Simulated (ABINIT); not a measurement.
# Quasiparticle gap of SiC (F-43m) in ABINIT, part 2 of 3

How does a plane-wave GW calculation on SiC (F-43m) run from the first input to the gap?

ABINIT 10.8.3; PBE and many-body steps on it, plane waves. Known limits of the many-body steps: not at the basis limit; coarse k mesh.

So far. Step 2 (Ground state): The gap is indirect, with the least direct gap 3.19 eV higher.

## Step 3: Bands along the symmetry lines

Level of this step: DFT, PBE, plane waves, norm-conserving pseudopotentials (ABINIT).

The cheap functional maps the bands first; the places of the edges decide which points the dearer methods must see.

The input, run.abi:

```
acell 3*1.0 Angstrom
rprim 
  -0.000000000000 2.179000000000 2.179000000000
  2.179000000000 -0.000000000000 2.179000000000
  2.179000000000 2.179000000000 -0.000000000000
ntypat 2
znucl 14 6
natom 2
typat 1 2
xred 
  0.000000000000 0.000000000000 0.000000000000
  0.250000000000 0.250000000000 0.250000000000
pp_dirpath "pseudos"
pseudos "Si.upf, C.upf"
ecut 37
iscf -2
irdden 1
kptopt 0
nkpt 50
kpt 
  0.00000000 0.00000000 0.00000000
  -0.06250000 -0.06250000 0.00000000
  -0.12500000 -0.12500000 0.00000000
  -0.18750000 -0.18750000 0.00000000
  -0.25000000 -0.25000000 0.00000000
  -0.31250000 -0.31250000 0.00000000
  -0.37500000 -0.37500000 0.00000000
  -0.43750000 -0.43750000 0.00000000
  -0.50000000 -0.50000000 0.00000000
  -0.48437500 -0.48437500 0.03125000
  -0.46875000 -0.46875000 0.06250000
  -0.45312500 -0.45312500 0.09375000
  -0.43750000 -0.43750000 0.12500000
  -0.42187500 -0.42187500 0.15625000
  -0.40625000 -0.40625000 0.18750000
  -0.39062500 -0.39062500 0.21875000
  -0.37500000 -0.37500000 0.25000000
  -0.37500000 0.00000000 0.37500000
  -0.32812500 0.00000000 0.32812500
  -0.28125000 0.00000000 0.28125000
  -0.23437500 0.00000000 0.23437500
  -0.18750000 0.00000000 0.18750000
  -0.14062500 0.00000000 0.14062500
  -0.09375000 0.00000000 0.09375000
  -0.04687500 0.00000000 0.04687500
  0.00000000 0.00000000 0.00000000
  0.00000000 0.00000000 0.06250000
  0.00000000 0.00000000 0.12500000
  0.00000000 0.00000000 0.18750000
  0.00000000 0.00000000 0.25000000
  0.00000000 0.00000000 0.31250000
  0.00000000 0.00000000 0.37500000
  0.00000000 0.00000000 0.43750000
  0.00000000 0.00000000 0.50000000
  -0.06250000 -0.03125000 0.46875000
  -0.12500000 -0.06250000 0.43750000
  -0.18750000 -0.09375000 0.40625000
  -0.25000000 -0.12500000 0.37500000
  -0.31250000 -0.15625000 0.34375000
  -0.37500000 -0.18750000 0.31250000
  -0.43750000 -0.21875000 0.28125000
  -0.50000000 -0.25000000 0.25000000
  -0.50000000 -0.28125000 0.21875000
  -0.50000000 -0.31250000 0.18750000
  -0.50000000 -0.34375000 0.15625000
  -0.50000000 -0.37500000 0.12500000
  -0.50000000 -0.40625000 0.09375000
  -0.50000000 -0.43750000 0.06250000
  -0.50000000 -0.46875000 0.03125000
  -0.50000000 -0.50000000 0.00000000
istwfk *1
nband 11
nbdbuf 2
tolwfr 1e-08
nstep 40
prtwf 0
prtvol 0
indata_prefix "in"
outdata_prefix "out"
tmpdata_prefix "tmp"
```

Launch:

```sh
OMP_NUM_THREADS=1 mpirun -n 4 abinit run.abi > log
```

Numbers of over 12 decimals in the logs are rounded to 6 here.

Output:

```text
.Version 10.8.3 of ABINIT. v10.8.2 released Aug 2026.

 Symmetries : space group F-4 3 m (#216); Bravais cF (face-center cubic)
[... echo of the input left out ...]
== DATASET  1 ==================================================================
-   mpi_nproc: 4, omp_nthreads: 1 (-1 if OMP is not activated)

--- !DatasetInfo
iteration_state: {dtset: 1, }
dimensions: {natom: 2, nkpt: 50, mband: 11, nsppol: 1, nspinor: 1, nspden: 1, mpw: 1524, }
cutoff_energies: {ecut:  37.0, pawecutdg:  -1.0, }
electrons: {nelect:   8.00000000E+00, charge:   0.00000000E+00, occopt:   1.00000000E+00, tsmear:   1.00000000E-02, }

 Real(R)+Recip(G) space primitive vectors, cartesian coordinates (Bohr,Bohr^-1):
 R(1)=  0.0000000  4.1177132  4.1177132  G(1)= -0.1214266  0.1214266  0.1214266
 R(2)=  4.1177132  0.0000000  4.1177132  G(2)=  0.1214266 -0.1214266  0.1214266
 R(3)=  4.1177132  4.1177132  0.0000000  G(3)=  0.1214266  0.1214266 -0.1214266
 Unit cell volume ucvol=  1.3963629E+02 bohr^3
 Angles (23,13,12)=  6.00000000E+01  6.00000000E+01  6.00000000E+01 degrees

 getcut: wavevector=  0.0000  0.0000  0.0000  ngfft=  32  32  32
         ecut(hartree)=     37.000   => boxcut(ratio)=   2.00684

--- Pseudopotential description ------------------------------------------------
- Si Generated using ONCVPSP code by D. R. Hamann
- 14.00000   4.00000  171031                  znucl, zion, pspdat
12 -101130 2 -1 1510                          pspcod,pspxc,lmax,lloc,mmax
     nproj     2     2     2
  pspatm : epsatm=    9.34321561
         --- l  ekb(1:nproj) -->
             0    5.168965    0.829883
             1    2.571282    0.578307
             2   -2.427311   -0.488097
 pspatm: atomic psp has been read  and splines computed

- C Generated using ONCVPSP code by D. R. Hamann
-  6.00000   4.00000  171031                  znucl, zion, pspdat
12 -101130 1 -1 1248                          pspcod,pspxc,lmax,lloc,mmax
     nproj     2     2     0
  pspatm : epsatm=    4.31346680
         --- l  ekb(1:nproj) -->
[...]
pspatm: atomic psp has been read  and splines computed

--------------------------------------------------------------------------------

================================================================================
 prteigrs : about to open file out_EIG
 Non-SCF case, kpt    1 (  0.00000  0.00000  0.00000), residuals and eigenvalues=
  7.31E-09  4.96E-09  5.11E-09  9.57E-09  4.44E-09  2.28E-09  5.11E-09  7.08E-09
[...]
-3.1511E-01  2.5118E-01  2.5118E-01  2.5118E-01  4.7989E-01  5.1987E-01
  5.1987E-01  5.1987E-01  7.8510E-01  7.8510E-01  8.5604E-01
 Non-SCF case, kpt    2 ( -0.06250 -0.06250  0.00000), residuals and eigenvalues=
  9.46E-10  3.51E-09  2.94E-09  7.57E-09  2.73E-09  5.13E-09  2.12E-09  7.33E-09
[...]
-3.1136E-01  2.3949E-01  2.4389E-01  2.4389E-01  4.8954E-01  5.1068E-01
[...]
1.01E-09  2.75E-09  3.28E-09  3.77E-09  2.35E-09  4.84E-09  1.51E-09  8.94E-09
[...]
-3.0018E-01  2.1014E-01  2.2553E-01  2.2553E-01  4.7852E-01  5.1628E-01
  5.5867E-01  5.5867E-01  6.7428E-01  8.0189E-01  9.1296E-01
[...]
Non-SCF case, kpt   49 ( -0.50000 -0.46875  0.03125), residuals and eigenvalues=
[...]
-1.3046E-01 -3.4798E-02  1.3098E-01  1.3132E-01  3.0612E-01  4.1484E-01
  7.5986E-01  7.6594E-01  7.9086E-01  9.7615E-01  1.0605E+00
 Non-SCF case, kpt   50 ( -0.50000 -0.50000  0.00000), residuals and eigenvalues=
[...]
-1.3075E-01 -3.5551E-02  1.3389E-01  1.3389E-01  3.0121E-01  4.1043E-01
  7.6569E-01  7.6569E-01  7.9395E-01  9.8755E-01  1.0706E+00

--- !ResultsGS
iteration_state: {dtset: 1, }
comment   : Summary of ground state results
lattice_vectors:
- [ -0.0000000,   4.1177132,   4.1177132, ]
- [  4.1177132,  -0.0000000,   4.1177132, ]
- [  4.1177132,   4.1177132,  -0.0000000, ]
lattice_lengths: [   5.82333,    5.82333,    5.82333, ]
lattice_angles: [ 60.000,  60.000,  60.000, ] # degrees, (23, 13, 12)
lattice_volume:   1.3963629E+02
convergence: {deltae:  0.000E+00, res2:  0.000E+00, residm:  9.981E-09, diffor:  0.000E+00, }
etotal    :  -1.02697872E+01
entropy   :   0.00000000E+00
fermie    :   2.51183540E-01
cartesian_stress_tensor: null
pressure_GPa: null
xred      :
- [  0.0000E+00,   0.0000E+00,   0.0000E+00, Si]
- [  2.5000E-01,   2.5000E-01,   2.5000E-01,  C]
cartesian_forces: null
force_length_stats: {min: null, max: null, mean: null, }

 Integrated electronic density in atomic spheres:
 ------------------------------------------------
 Atom  Sphere_radius  Integrated_density
[...]
================================================================================

 ----iterations are completed or convergence reached----

 Mean square residual over all n,k,spin=   47.481E-10; max=  99.808E-10
 reduced coordinates (array xred) for    2 atoms
[...]
cartesian coordinates (angstrom) at end:
    1      0.000000     0.000000     0.000000
    2      1.089500     1.089500     1.089500
 length scales=  1.889726125908  1.889726125908  1.889726125908 bohr
              =  1.000000000000  1.000000000000  1.000000000000 angstroms
 prteigrs : about to open file out_EIG
 Eigenvalues (hartree) for nkpt=  50  k points:
 kpt#   1, nband= 11, wtk=  1.00000, kpt=  0.0000  0.0000  0.0000 (reduced coord)
[...]
kpt#   2, nband= 11, wtk=  1.00000, kpt= -0.0625 -0.0625  0.0000 (reduced coord)
[...]
kpt#   3, nband= 11, wtk=  1.00000, kpt= -0.1250 -0.1250  0.0000 (reduced coord)
[...]
kpt#  49, nband= 11, wtk=  1.00000, kpt= -0.5000 -0.4687  0.0313 (reduced coord)
  -0.13046   -0.03480    0.13098    0.13132    0.30612    0.41484    0.75986    0.76594
   0.79086    0.97615    1.06049
 kpt#  50, nband= 11, wtk=  1.00000, kpt= -0.5000 -0.5000  0.0000 (reduced coord)
  -0.13075   -0.03555    0.13389    0.13389    0.30121    0.41043    0.76569    0.76569
   0.79395    0.98755    1.07056

== END DATASET(S) ==============================================================
================================================================================

 -outvars: echo values of variables after computation  --------
            nband          11
             nkpt          50
          spgroup         216
 [... the other variables as echoed above ...]

 Calculation completed.
```

The job ended after 3 s (4 MPI ranks of Arm Neoverse V2, shared host; peak memory 0.22 GiB).

Numbers from this step:

```yaml
gap: 1.361 eV
k_of_the_valence_top: 0, 0, 0
k_of_the_conduction_bottom: -0.5, -0.5, 0
least_direct_gap: 4.553 eV
```

The gap is 1.361 eV, as in the run before at this level.

The electronic bands at the labelled points (eV, zero at the top of the highest filled band; v1 is the highest filled band, c1 the lowest empty one):

```csv
point,v4,v3,v2,v1,c1,c2,c3,c4
Γ,-15.41,0.00,0.00,0.00,6.22,7.31,7.31,7.31
X,-10.39,-7.80,-3.19,-3.19,1.36,4.33,14.00,14.00
U,-10.39,-7.28,-5.55,-2.60,3.11,7.78,11.84,12.45
jump to K,-10.39,-7.28,-5.55,-2.60,3.11,7.78,11.84,12.45
Γ,-15.41,0.00,0.00,0.00,6.22,7.31,7.31,7.31
L,-11.84,-8.54,-1.05,-1.05,5.43,7.23,7.23,10.05
W,-10.16,-7.03,-4.99,-4.69,5.21,9.44,9.45,9.79
X,-10.39,-7.80,-3.19,-3.19,1.36,4.33,14.00,14.00
```

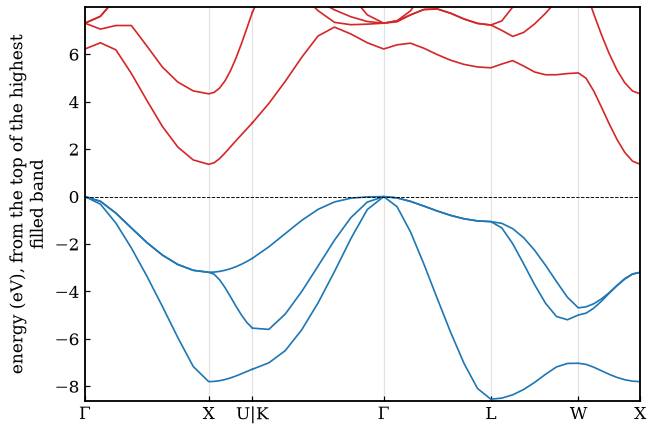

Electronic bands along the path; lines of filled and empty bands in two colours.

## Step 4: Empty states on the mesh, 4×4×4 mesh, 23 bands

The sums over transitions need many empty states on a uniform mesh; this step solves for them.

The input, run.abi:

```
acell 3*1.0 Angstrom
rprim 
  -0.000000000000 2.179000000000 2.179000000000
  2.179000000000 -0.000000000000 2.179000000000
  2.179000000000 2.179000000000 -0.000000000000
ntypat 2
znucl 14 6
natom 2
typat 1 2
xred 
  0.000000000000 0.000000000000 0.000000000000
  0.250000000000 0.250000000000 0.250000000000
pp_dirpath "pseudos"
pseudos "Si.upf, C.upf"
ecut 37
ngkpt 4 4 4
nshiftk 1
shiftk 0 0 0
kptopt 1
chksymbreak 0
iscf -2
irdden 1
istwfk *1
nband 23
nbdbuf 4
tolwfr 1e-09
nstep 60
prtvol 0
indata_prefix "in"
outdata_prefix "out"
tmpdata_prefix "tmp"
```

Output:

```text
.Version 10.8.3 of ABINIT. v10.8.2 released Aug 2026.

 Symmetries : space group F-4 3 m (#216); Bravais cF (face-center cubic)
[... echo of the input left out ...]
== DATASET  1 ==================================================================
-   mpi_nproc: 4, omp_nthreads: 1 (-1 if OMP is not activated)

--- !DatasetInfo
iteration_state: {dtset: 1, }
dimensions: {natom: 2, nkpt: 8, mband: 23, nsppol: 1, nspinor: 1, nspden: 1, mpw: 1524, }
cutoff_energies: {ecut:  37.0, pawecutdg:  -1.0, }
electrons: {nelect:   8.00000000E+00, charge:   0.00000000E+00, occopt:   1.00000000E+00, tsmear:   1.00000000E-02, }

 Real(R)+Recip(G) space primitive vectors, cartesian coordinates (Bohr,Bohr^-1):
 R(1)=  0.0000000  4.1177132  4.1177132  G(1)= -0.1214266  0.1214266  0.1214266
 R(2)=  4.1177132  0.0000000  4.1177132  G(2)=  0.1214266 -0.1214266  0.1214266
 R(3)=  4.1177132  4.1177132  0.0000000  G(3)=  0.1214266  0.1214266 -0.1214266
 Unit cell volume ucvol=  1.3963629E+02 bohr^3
 Angles (23,13,12)=  6.00000000E+01  6.00000000E+01  6.00000000E+01 degrees

 getcut: wavevector=  0.0000  0.0000  0.0000  ngfft=  32  32  32
         ecut(hartree)=     37.000   => boxcut(ratio)=   2.00684

--- Pseudopotential description ------------------------------------------------
- Si Generated using ONCVPSP code by D. R. Hamann
- 14.00000   4.00000  171031                  znucl, zion, pspdat
12 -101130 2 -1 1510                          pspcod,pspxc,lmax,lloc,mmax
     nproj     2     2     2
  pspatm : epsatm=    9.34321561
         --- l  ekb(1:nproj) -->
             0    5.168965    0.829883
             1    2.571282    0.578307
             2   -2.427311   -0.488097
 pspatm: atomic psp has been read  and splines computed

- C Generated using ONCVPSP code by D. R. Hamann
-  6.00000   4.00000  171031                  znucl, zion, pspdat
12 -101130 1 -1 1248                          pspcod,pspxc,lmax,lloc,mmax
     nproj     2     2     0
  pspatm : epsatm=    4.31346680
         --- l  ekb(1:nproj) -->
[...]
pspatm: atomic psp has been read  and splines computed

--------------------------------------------------------------------------------

================================================================================
 prteigrs : about to open file out_EIG
 Non-SCF case, kpt    1 (  0.00000  0.00000  0.00000), residuals and eigenvalues=
  5.63E-11  1.37E-10  2.52E-10  6.02E-10  3.56E-10  4.49E-11  1.57E-10  8.34E-10
  5.60E-11  6.14E-10  3.51E-10  1.11E-10  3.04E-10  5.13E-10  3.12E-10  1.53E-10
  2.10E-10  3.22E-10  5.06E-10  2.94E-09  2.72E-09  7.14E-09  2.18E-09
 -3.1511E-01  2.5118E-01  2.5118E-01  2.5118E-01  4.7989E-01  5.1987E-01
  5.1987E-01  5.1987E-01  7.8510E-01  7.8510E-01  8.5604E-01  8.8634E-01
  8.8634E-01  8.8634E-01  1.1155E+00  1.4861E+00  1.4861E+00  1.4861E+00
  1.7795E+00  1.7795E+00  1.7795E+00  1.8267E+00  1.8267E+00
 prteigrs : prtvol=0 or 1, do not print more k-points.

--- !ResultsGS
iteration_state: {dtset: 1, }
comment   : Summary of ground state results
lattice_vectors:
- [ -0.0000000,   4.1177132,   4.1177132, ]
- [  4.1177132,  -0.0000000,   4.1177132, ]
- [  4.1177132,   4.1177132,  -0.0000000, ]
lattice_lengths: [   5.82333,    5.82333,    5.82333, ]
lattice_angles: [ 60.000,  60.000,  60.000, ] # degrees, (23, 13, 12)
lattice_volume:   1.3963629E+02
convergence: {deltae:  0.000E+00, res2:  0.000E+00, residm:  9.804E-10, diffor:  0.000E+00, }
etotal    :  -1.02697872E+01
entropy   :   0.00000000E+00
fermie    :   2.51183540E-01
cartesian_stress_tensor: null
pressure_GPa: null
xred      :
- [  0.0000E+00,   0.0000E+00,   0.0000E+00, Si]
- [  2.5000E-01,   2.5000E-01,   2.5000E-01,  C]
cartesian_forces: null
force_length_stats: {min: null, max: null, mean: null, }

 Integrated electronic density in atomic spheres:
 ------------------------------------------------
 Atom  Sphere_radius  Integrated_density
[...]
================================================================================

 ----iterations are completed or convergence reached----

 Mean square residual over all n,k,spin=   39.222E-11; max=  98.041E-11
 reduced coordinates (array xred) for    2 atoms
       0.000000000000      0.000000000000      0.000000000000
       0.250000000000      0.250000000000      0.250000000000

 cartesian coordinates (angstrom) at end:
    1      0.000000     0.000000     0.000000
    2      1.089500     1.089500     1.089500
 length scales=  1.889726125908  1.889726125908  1.889726125908 bohr
              =  1.000000000000  1.000000000000  1.000000000000 angstroms
 prteigrs : about to open file out_EIG
 Eigenvalues (hartree) for nkpt=   8  k points:
 kpt#   1, nband= 23, wtk=  0.01563, kpt=  0.0000  0.0000  0.0000 (reduced coord)
  -0.31511    0.25118    0.25118    0.25118    0.47989    0.51987    0.51987    0.51987
   0.78510    0.78510    0.85604    0.88634    0.88634    0.88634    1.11545    1.48606
   1.48606    1.48606    1.77947    1.77947    1.77947    1.82670    1.82670
 prteigrs : prtvol=0 or 1, do not print more k-points.

== END DATASET(S) ==============================================================
================================================================================

 -outvars: echo values of variables after computation  --------
            nband          23
             nkpt           8
          spgroup         216
 [... the other variables as echoed above ...]

 Calculation completed.
```

Elapsed: 2.1 s, on 4 MPI ranks; peak memory 0.07 GiB; 8.1 s of CPU time.

This step gave:

| Quantity | Value |
| --- | --- |
| gap | 1.361 eV |
| k of the valence top | 0, 0, 0 |
| k of the conduction bottom | 0.5, 0.5, 0 |
| least direct gap | 4.553 eV |
| k points computed | 8 |
| lowest point of the top converged band, above the valence top | 34.06 eV |

On this mesh the gap is 1.361 eV.

## Step 5: Screening, 4×4×4 mesh, 19 bands, screening to 108.8 eV

The RPA dielectric matrix is built and inverted for each q.

This step: RPA screening on PBE, plane waves, norm-conserving pseudopotentials.

run.abi, as its differences from that of step 4:

```diff
@@ -20,10 +20,11 @@
 chksymbreak 0
-iscf -2
-irdden 1
 istwfk *1
-nband 23
-nbdbuf 4
-tolwfr 1e-09
-nstep 60
-prtvol 0
+occopt 1
+irdwfk 1
+optdriver 3
+nband 19
+ecuteps 4
+inclvkb 2
+awtr 1
+symchi 1
 indata_prefix "in"
```

Output:

```text
.Version 10.8.3 of ABINIT. v10.8.2 released Aug 2026.

 Symmetries : space group F-4 3 m (#216); Bravais cF (face-center cubic)
[... echo of the input left out ...]
== DATASET  1 ==================================================================
-   mpi_nproc: 4, omp_nthreads: 1 (-1 if OMP is not activated)

--- !DatasetInfo
iteration_state: {dtset: 1, }
dimensions: {natom: 2, nkpt: 8, mband: 19, nsppol: 1, nspinor: 1, nspden: 1, mpw: 1524, }
cutoff_energies: {ecut:  37.0, pawecutdg:  -1.0, }
electrons: {nelect:   8.00000000E+00, charge:   0.00000000E+00, occopt:   1.00000000E+00, tsmear:   1.00000000E-02, }

 SCREENING: Calculation of the susceptibility and dielectric matrices

 Based on a program developped by R.W. Godby, V. Olevano, G. Onida, and L. Reining.
 Incorporated in ABINIT by V. Olevano, G.-M. Rignanese, and M. Torrent.
.Using double precision arithmetic ; gwpc =  8

[... cell and pseudopotentials left out ...]
--------------------------------------------------------------------------------

 ==== K-mesh for the wavefunctions ====
 Number of points in the irreducible wedge :     8
[... list of points left out ...]
 Together with 24 symmetry operations and time-reversal symmetry
 yields    64 points in the full Brillouin Zone.

 ==== Q-mesh for the screening function ====
 Number of points in the irreducible wedge :     8
[... list of points left out ...]
 Together with 24 symmetry operations and time-reversal symmetry
 yields    64 points in the full Brillouin Zone.

 setmesh: FFT mesh size selected  =    24x   24x   24
          total number of points  =        13824

 vcoul_init : cutoff-mode = AUXILIARY_FUNCTION
 q-points for optical limit:   1
     1)      0.000010    0.000020    0.000030

- screening: taking advantage of time-reversal symmetry
- Maximum band index for partially occupied states nbvw = 4
- Remaining bands to be divided among processors   nbcw = 15
- Number of bands treated by each node ~3

 Number of electrons calculated from density =    8.0000; Expected =    8.0000
 average of density, n =  0.057292
 r_s =    1.6092
 omega_plasma =   23.0888 [eV]

 calculating chi0 at frequencies [eV] :
  1    0.000000E+00    0.000000E+00
  2    0.000000E+00    2.308880E+01

--------------------------------------------------------------------------------
  q-point number  1        q = ( 0.000000, 0.000000, 0.000000) [r.l.u.]
--------------------------------------------------------------------------------
[... chi0 elements left out ...]
 For q-point:  0.000010 0.000020 0.000030
  dielectric constant =   8.7031
  dielectric constant without local fields =   9.4754

  Average fulfillment of the sum rule on Im[epsilon] for q-point    1 :     39.69  [%]
[... wings left out ...]
  q-point number  2        q = ( 0.250000, 0.000000, 0.000000) [r.l.u.]
--------------------------------------------------------------------------------
[... chi0 elements left out ...]
  Average fulfillment of the sum rule on Im[epsilon] for q-point    2 :     74.11  [%]

 [... 6 further q-points ...]
```

Elapsed: 2.2 s, on 4 MPI ranks; peak memory 0.09 GiB.

Numbers from this step:

- ε∞ with local fields, on this mesh, along the program's q direction: 8.703
- the same without local fields: 9.475
- plasma frequency: 23.09 eV
- plane waves in the screening matrix: 59

Local fields lower ε∞ by 8 %. On a Γ-centred mesh this coarse the value itself is usually too large, while a short band sum pulls it down.

[end of part 2 of 3]

[Paths, hosts, dates, memory and timing lines, banners, echoed tables and standing remarks are left out of the program output.]

[Logs are printed without paths, hosts, clocks, repeated set-up lines and the standing remarks that a program may print on its own settings, such as how far it seeks lower states.]

[Runs of the session that timed out or met a known fault of the program may be left out.]

[Hosts, paths, dates, database ids (printed as entryN), source tags and the programs' standing remarks are cut or masked in the printed files.]

[G0W0 gaps are taken among the corrected bands and points alone; a level outside them can change the order at an edge.]

[Where Ansatz stands beside ABINIT at settings called matched, ABINIT's density can come from a denser mesh and the files from another edition; pairs whose starting gaps differed by over 0.03 eV were left out, so agreement reads better than it is.]
